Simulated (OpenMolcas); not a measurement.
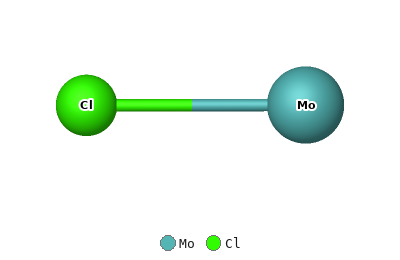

*The molecule at the reference distance of 2.307 Å.*

Run report: MoCl, relativistic diatomic calculation (part 1 of 2)

- system: MoCl.
- method: SA-CASSCF(11,9)/XMS-CASPT2 + RASSI spin-orbit (X2C scalar, AMFI), ANO-RCC-VDZP (OpenMolcas)

## The input
```
&GATEWAY
Coord
2
angstrom
Mo 0.0 0.0 0.0
Cl 0.0 0.0 2.3070
Basis=ANO-RCC-VDZP
Group=XY
RX2C
AMFI
ANGMom
0.0 0.0 0.0
RICD
&SEWARD
&GUESSORB
&RASSCF
FileOrb=$CurrDir/o62.orb
Symmetry=2
Spin=6
nActEl=11 0 0
Inactive=14 10
RAS2=5 4
CIRoot=2 2 1
Linear
Iterations=120 100
OrbListing=Nothing
PRWF=0.15
>>COPY $Project.RasOrb $CurrDir/o62.orb
>>COPY $Project.rasscf.h5 $CurrDir/r62.h5
&CASPT2
XMultistate=all
Imaginary=0.2
IPEA=0.25
MaxIter=40
>>COPY $Project.JobMix JOB001
&RASSCF
CIOnly
FileOrb=$CurrDir/ref.orb
Symmetry=2
Spin=4
nActEl=11 0 0
Inactive=14 10
RAS2=5 4
CIRoot=10 10 1
Linear
Iterations=120 100
OrbListing=Nothing
PRWF=0.15
>>COPY $Project.RasOrb $CurrDir/o42.orb
>>COPY $Project.rasscf.h5 $CurrDir/r42.h5
&CASPT2
XMultistate=all
Imaginary=0.2
IPEA=0.25
MaxIter=40
>>COPY $Project.JobMix JOB002
&RASSI
Nr of JobIphs=2 2 10
1 2
1 2 3 4 5 6 7 8 9 10
SpinOrbit
EJob
Omega
MEES
MESO
Properties=4
'AngMom' 3 'Mltpl  1' 1 'Mltpl  1' 2 'Mltpl  1' 3
Thrs=1.0d-4
>>COPY $Project.rassi.h5 $CurrDir/so.h5
```

The first orbital files come from an earlier step.

Launched with:
```bash
pymolcas m.inp (one call a module block, same work directory)
```

## The program's output (extracts)
```
++    Wave function specifications:
      Number of closed shell electrons          48
      Number of electrons in active shells      11
      Number of inactive orbitals               24
      Number of active orbitals                  9
      Number of secondary orbitals              28
      Spin quantum number                      2.5
      State symmetry                             2
++    Orbital specifications:
      Symmetry species                           1   2
                                                 a   b
      Frozen orbitals                            0   0
      Inactive orbitals                         14  10
      Active orbitals                            5   4
      RAS2 orbitals                              5   4
      Secondary orbitals                        14  14
      Number of basis functions                 33  28
      printout of CI-coefficients larger than  0.15 for root  1
      energy=   -4507.085094
      conf/sym  11111 2222     Coeff  Weight
           245  u2uuu 22u0   0.96122 0.92394
           248  u2uuu 220u  -0.26269 0.06900
      printout of CI-coefficients larger than  0.15 for root  2
      energy=   -4507.085094
      conf/sym  11111 2222     Coeff  Weight
           245  u2uuu 22u0   0.26269 0.06900
           248  u2uuu 220u   0.96122 0.92394
      Natural orbitals and occupation numbers for root  1
      sym 1:   1.001820   1.994742   1.002058   1.002058   0.999978
      sym 2:   1.996533   1.994639   1.001936   0.006235
      Natural orbitals and occupation numbers for root  2
      sym 1:   1.001820   1.994742   1.002058   1.002058   0.999978
      sym 2:   1.994639   1.996533   0.006235   1.001936
      RASSCF energy for state  2                  -4507.08509352
::    RASSCF root number  1 Total energy:  -4507.08509352
::    RASSCF root number  2 Total energy:  -4507.08509352
      Von Neumann Entropy (Root   1) =  2.53436
++    Wave function specifications:
      Number of closed shell electrons           8
      Number of electrons in active shells      11
      Number of inactive orbitals                4
      Number of active orbitals                  9
      Number of secondary orbitals              28
      Spin quantum number                      2.5
      State symmetry                             2
      Number of CSFs                           360
      Number of CASSCF root(s) available         2
      CASPT2 state passed to geometry opt.       2
      A file JOBMIX will be created
      This is a MULTI-STATE CASSCF reference
      Number of CI roots used                    2
      These are:                                 1   2
      Off-diagonal elements of Heff are computed
  FINAL CASPT2 RESULT:
      Reference energy:       -4507.0850935171
      E2 (Non-variational):      -0.3275881774
      Shift correction:          -0.0017593081
      E2 (Variational):          -0.3293474855
      Total energy:           -4507.4144410026
      Reference weight:           0.90525
  FINAL CASPT2 RESULT:
      Reference energy:       -4507.0850935171
      E2 (Non-variational):      -0.3275881774
      Shift correction:          -0.0017593081
      E2 (Variational):          -0.3293474855
      Total energy:           -4507.4144410026
      Reference weight:           0.90525
       Total XMS-CASPT2 energies:
::    XMS-CASPT2 Root  1     Total energy:  -4507.41444100
::    XMS-CASPT2 Root  2     Total energy:  -4507.41444100
++    Wave function specifications:
      Number of closed shell electrons          48
      Number of electrons in active shells      11
      Number of inactive orbitals               24
      Number of active orbitals                  9
      Number of secondary orbitals              28
      Spin quantum number                      1.5
      State symmetry                             2
      printout of CI-coefficients larger than  0.15 for root  1
      energy=   -4507.044408
      conf/sym  11111 2222     Coeff  Weight
          1149  u2uud 22u0   0.67108 0.45034
          1152  u2uud 220u   0.53453 0.28572
          1389  02uu2 22u0  -0.24903 0.06202
          1392  02uu2 220u  -0.19836 0.03935
      printout of CI-coefficients larger than  0.15 for root  2
      energy=   -4507.044408
      conf/sym  11111 2222     Coeff  Weight
          1149  u2uud 22u0  -0.53453 0.28572
          1152  u2uud 220u   0.67108 0.45034
          1389  02uu2 22u0   0.19836 0.03935
          1392  02uu2 220u  -0.24903 0.06202
      printout of CI-coefficients larger than  0.15 for root  3
      energy=   -4507.022209
      conf/sym  11111 2222     Coeff  Weight
           837  022uu 22u0   0.49989 0.24989
          1032  02u2u 220u   0.49989 0.24989
          1705  u2u00 222u   0.15935 0.02539
          1718  u20u0 22u2   0.15935 0.02539
          1777  02u0u 222u   0.40279 0.16224
          1802  020uu 22u2   0.40279 0.16224
      printout of CI-coefficients larger than  0.15 for root  4
      energy=   -4507.022209
      conf/sym  11111 2222     Coeff  Weight
           840  022uu 220u   0.49989 0.24989
          1029  02u2u 22u0  -0.49989 0.24989
          1706  u2u00 22u2   0.15935 0.02539
          1717  u20u0 222u  -0.15935 0.02539
          1778  02u0u 22u2   0.40279 0.16224
          1801  020uu 222u  -0.40279 0.16224
      printout of CI-coefficients larger than  0.15 for root  5
      energy=   -4507.022180
      conf/sym  11111 2222     Coeff  Weight
           645  22u0u 22u0  -0.18987 0.03605
           693  u220u 22u0  -0.29103 0.08470
           696  u220u 220u  -0.24028 0.05773
           720  220uu 220u   0.18987 0.03605
           840  022uu 220u  -0.34865 0.12156
           957  u202u 22u0  -0.29103 0.08470
           960  u202u 220u  -0.24027 0.05773
          1029  02u2u 22u0  -0.34865 0.12156
          1605  u2uuu 22d0   0.18852 0.03554
          1611  u2uuu 220d  -0.22835 0.05214
          1729  02uu0 222u   0.15064 0.02269
          1778  02u0u 22u2   0.22640 0.05126
          1801  020uu 222u   0.22640 0.05126
      printout of CI-coefficients larger than  0.15 for root  6
      energy=   -4507.022180
      conf/sym  11111 2222     Coeff  Weight
           648  22u0u 220u   0.18987 0.03605
           693  u220u 22u0   0.24027 0.05773
           696  u220u 220u  -0.29103 0.08470
           717  220uu 22u0   0.18987 0.03605
           837  022uu 22u0  -0.34865 0.12156
           957  u202u 22u0   0.24028 0.05773
           960  u202u 220u  -0.29103 0.08470
          1032  02u2u 220u   0.34865 0.12156
          1605  u2uuu 22d0   0.22835 0.05214
          1611  u2uuu 220d   0.18852 0.03554
          1730  02uu0 22u2   0.15064 0.02269
          1777  02u0u 222u   0.22640 0.05126
          1802  020uu 22u2  -0.22640 0.05126
      printout of CI-coefficients larger than  0.15 for root  7
      energy=   -4507.017646
      conf/sym  11111 2222     Coeff  Weight
           501  22uu0 22u0   0.24908 0.06204
           504  22uu0 220u  -0.36082 0.13019
           552  u22u0 220u   0.16234 0.02635
           597  u2u20 22u0   0.16234 0.02635
           765  u2duu 22u0  -0.32030 0.10259
           768  u2duu 220u   0.46398 0.21528
           840  022uu 220u  -0.30937 0.09571
           885  u2udu 22u0   0.18492 0.03420
           888  u2udu 220u  -0.26788 0.07176
          1029  02u2u 22u0  -0.30937 0.09571
          1152  u2uud 220u  -0.17698 0.03132
      printout of CI-coefficients larger than  0.15 for root  8
      energy=   -4507.017646
      conf/sym  11111 2222     Coeff  Weight
           501  22uu0 22u0  -0.36082 0.13019
           504  22uu0 220u  -0.24908 0.06204
           549  u22u0 22u0  -0.16234 0.02635
           600  u2u20 220u   0.16234 0.02635
           765  u2duu 22u0   0.46398 0.21528
           768  u2duu 220u   0.32030 0.10259
           837  022uu 22u0   0.30937 0.09571
           885  u2udu 22u0  -0.26788 0.07176
           888  u2udu 220u  -0.18492 0.03420
          1032  02u2u 220u  -0.30937 0.09571
          1149  u2uud 22u0  -0.17698 0.03132
      printout of CI-coefficients larger than  0.15 for root  9
      energy=   -4507.006773
      conf/sym  11111 2222     Coeff  Weight
           645  22u0u 22u0  -0.21474 0.04611
           693  u220u 22u0  -0.43054 0.18536
           720  220uu 220u  -0.21474 0.04611
           768  u2duu 220u   0.30444 0.09268
           888  u2udu 220u   0.52731 0.27805
           957  u202u 22u0   0.43054 0.18536
      printout of CI-coefficients larger than  0.15 for root 10
      energy=   -4507.006773
      conf/sym  11111 2222     Coeff  Weight
           648  22u0u 220u  -0.21474 0.04611
           696  u220u 220u   0.43054 0.18536
           717  220uu 22u0   0.21474 0.04611
           765  u2duu 22u0   0.30444 0.09268
           885  u2udu 22u0   0.52731 0.27806
           960  u202u 220u  -0.43053 0.18536
      Natural orbitals and occupation numbers for root  1
      sym 1:   0.378765   1.994467   1.006338   0.988974   1.529859
      sym 2:   1.996282   1.994734   0.989963   0.120619
      Natural orbitals and occupation numbers for root  2
      sym 1:   0.378765   1.994467   1.006338   0.988974   1.529859
      sym 2:   1.994734   1.996282   0.120619   0.989963
      Natural orbitals and occupation numbers for root  3
      sym 1:   0.088365   1.994217   1.065615   1.065615   1.022603
      sym 2:   1.996765   1.996765   0.885028   0.885028
      Natural orbitals and occupation numbers for root  4
      sym 1:   0.088365   1.994217   1.065615   1.065615   1.022603
      sym 2:   1.996765   1.996765   0.885028   0.885028
      Natural orbitals and occupation numbers for root  5
      sym 1:   0.532984   1.993663   1.009341   1.248297   0.841926
      sym 2:   1.994489   1.994934   0.784170   0.600197
      Natural orbitals and occupation numbers for root  6
      sym 1:   0.532984   1.993663   1.009341   1.248297   0.841926
      sym 2:   1.994934   1.994489   0.600197   0.784169
      Natural orbitals and occupation numbers for root  7
      sym 1:   0.428985   1.994519   1.438635   1.102382   0.950161
      sym 2:   1.994943   1.995294   0.201741   0.893340
  Check orbital order or try cleaning orbitals.
      Natural orbitals and occupation numbers for root  8
      sym 1:   0.428985   1.994519   1.438635   1.102382   0.950161
      sym 2:   1.995294   1.994943   0.893340   0.201741
  Check orbital order or try cleaning orbitals.
      Natural orbitals and occupation numbers for root  9
      sym 1:   1.145731   1.994268   0.897185   0.897182   0.919987
      sym 2:   1.995420   1.995420   0.577400   0.577408
      Natural orbitals and occupation numbers for root 10
      sym 1:   1.145731   1.994268   0.897185   0.897182   0.919987
      sym 2:   1.995420   1.995420   0.577414   0.577394
      RASSCF energy for state 10                  -4507.00677300
::    RASSCF root number  1 Total energy:  -4507.04440835
::    RASSCF root number  2 Total energy:  -4507.04440835
::    RASSCF root number  3 Total energy:  -4507.02220877
::    RASSCF root number  4 Total energy:  -4507.02220877
::    RASSCF root number  5 Total energy:  -4507.02218037
::    RASSCF root number  6 Total energy:  -4507.02218037
::    RASSCF root number  7 Total energy:  -4507.01764572
::    RASSCF root number  8 Total energy:  -4507.01764572
::    RASSCF root number  9 Total energy:  -4507.00677300
::    RASSCF root number 10 Total energy:  -4507.00677300
      Von Neumann Entropy (Root   1) =  2.50832
++    Wave function specifications:
      Number of closed shell electrons           8
      Number of electrons in active shells      11
      Number of inactive orbitals                4
      Number of active orbitals                  9
      Number of secondary orbitals              28
      Spin quantum number                      1.5
      State symmetry                             2
      Number of CSFs                          1900
      Number of CASSCF root(s) available        10
      CASPT2 state passed to geometry opt.      10
      A file JOBMIX will be created
      This is a MULTI-STATE CASSCF reference
      Number of CI roots used                   10
      These are:                                 1   2   3   4   5   6   7   8   9  10
      Off-diagonal elements of Heff are computed
  FINAL CASPT2 RESULT:
      Reference energy:       -4507.0444083447
      E2 (Non-variational):      -0.3557705902
      Shift correction:          -0.0031834466
      E2 (Variational):          -0.3589540368
      Total energy:           -4507.4033623816
      Reference weight:           0.88641
  FINAL CASPT2 RESULT:
      Reference energy:       -4507.0444083447
      E2 (Non-variational):      -0.3557705707
      Shift correction:          -0.0031834458
      E2 (Variational):          -0.3589540165
      Total energy:           -4507.4033623612
      Reference weight:           0.88641
  FINAL CASPT2 RESULT:
      Reference energy:       -4507.0222087616
      E2 (Non-variational):      -0.3395805151
      Shift correction:          -0.0019377385
      E2 (Variational):          -0.3415182536
      Total energy:           -4507.3637270152
      Reference weight:           0.90161
  FINAL CASPT2 RESULT:
      Reference energy:       -4507.0222087616
      E2 (Non-variational):      -0.3395805146
      Shift correction:          -0.0019377386
      E2 (Variational):          -0.3415182532
      Total energy:           -4507.3637270148
      Reference weight:           0.90161
  FINAL CASPT2 RESULT:
      Reference energy:       -4507.0221803592
      E2 (Non-variational):      -0.3405822083
      Shift correction:          -0.0028998317
      E2 (Variational):          -0.3434820400
      Total energy:           -4507.3656623992
      Reference weight:           0.89450
  FINAL CASPT2 RESULT:
      Reference energy:       -4507.0221803592
      E2 (Non-variational):      -0.3405821785
      Shift correction:          -0.0028998320
      E2 (Variational):          -0.3434820105
      Total energy:           -4507.3656623697
      Reference weight:           0.89450
  FINAL CASPT2 RESULT:
      Reference energy:       -4507.0176457084
      E2 (Non-variational):      -0.3357996485
      Shift correction:          -0.0026965143
      E2 (Variational):          -0.3384961628
      Total energy:           -4507.3561418712
      Reference weight:           0.89714
  FINAL CASPT2 RESULT:
      Reference energy:       -4507.0176457084
      E2 (Non-variational):      -0.3357996623
      Shift correction:          -0.0026965161
      E2 (Variational):          -0.3384961784
      Total energy:           -4507.3561418868
      Reference weight:           0.89714
  FINAL CASPT2 RESULT:
      Reference energy:       -4507.0067729900
      E2 (Non-variational):      -0.3390939944
      Shift correction:          -0.0023121907
      E2 (Variational):          -0.3414061851
      Total energy:           -4507.3481791751
      Reference weight:           0.89821
  FINAL CASPT2 RESULT:
      Reference energy:       -4507.0067729900
      E2 (Non-variational):      -0.3390939949
      Shift correction:          -0.0023121907
      E2 (Variational):          -0.3414061856
      Total energy:           -4507.3481791756
      Reference weight:           0.89821
       Total XMS-CASPT2 energies:
::    XMS-CASPT2 Root  1     Total energy:  -4507.39695628
::    XMS-CASPT2 Root  2     Total energy:  -4507.39695627
::    XMS-CASPT2 Root  3     Total energy:  -4507.36842908
::    XMS-CASPT2 Root  4     Total energy:  -4507.36842905
::    XMS-CASPT2 Root  5     Total energy:  -4507.36771274
::    XMS-CASPT2 Root  6     Total energy:  -4507.36771273
::    XMS-CASPT2 Root  7     Total energy:  -4507.35981265
::    XMS-CASPT2 Root  8     Total energy:  -4507.35981263
::    XMS-CASPT2 Root  9     Total energy:  -4507.34416212
::    XMS-CASPT2 Root 10     Total energy:  -4507.34416211
  SPIN-FREE ENERGIES:
  (Shifted by EMIN (a.u.) =      -4507.4144410026)
 SF State       Relative EMIN(au)   Rel lowest level(eV)    D:o, cm**(-1)      Abs_M
     1             0.0000000000        0.0000000000              0.0000         1.0
     2             0.0000000000        0.0000000000              0.0000         1.0
     3             0.0174847266        0.4757836496           3837.4539         1.0
     4             0.0174847351        0.4757838790           3837.4558         1.0
     5             0.0460119264        1.2520483007          10098.4506         1.4
     6             0.0460119573        1.2520491428          10098.4574         1.4
     7             0.0467282627        1.2715408042          10255.6682         2.8
     8             0.0467282684        1.2715409599          10255.6695         2.8
     9             0.0546283505        1.4865131450          11989.5371         1.0
    10             0.0546283719        1.4865137270          11989.5418         1.0
    11             0.0702788866        1.9123859294          15424.4327         3.0
    12             0.0702788901        1.9123860235          15424.4335         3.0
```

(Continued in part 2.) Outcome of the run: converged.
